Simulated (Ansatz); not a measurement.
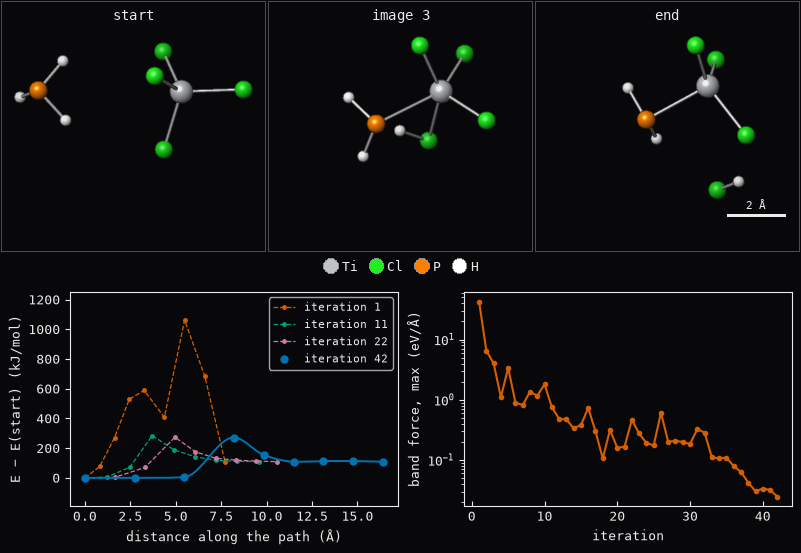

A search for the minimum-energy path of TiPH3Cl4, made up at the start of TiCl₄ and PH3 by the nudged elastic band. Images are numbered from 0 (start) to 8 (end). The plot follows the band through its iterations. Style: ball-and-stick. Shown face on.

These are results of Ansatz 0.2.0, RHF/def2-SVP, not measurements. Settings: 7 movable images; climbing image; force threshold 0.03 eV/Å; iteration limit 60; starting path through a guess of the saddle point.

Judge this run.

The run is converged, with reservations. The band converged in 42 iterations. The largest component of the band force went from 43 to 0.025 eV/Å. The climbing image converged on the top of the path. Its vibrational analysis gives one imaginary mode (1335i cm⁻¹), as a transition state must have. The first iteration put the highest image at 1061.8 kJ/mol. The energy climbs by 272.0 kJ/mol to image 3 and then falls by 162.6 kJ/mol, so the end point sits at +109.4 kJ/mol.

Limits of the set-up: the start holds two separate molecules, 3.6 Å apart at their closest, whose relative position is a soft coordinate and is computed without a dispersion correction; Hartree-Fock leaves out electron correlation.
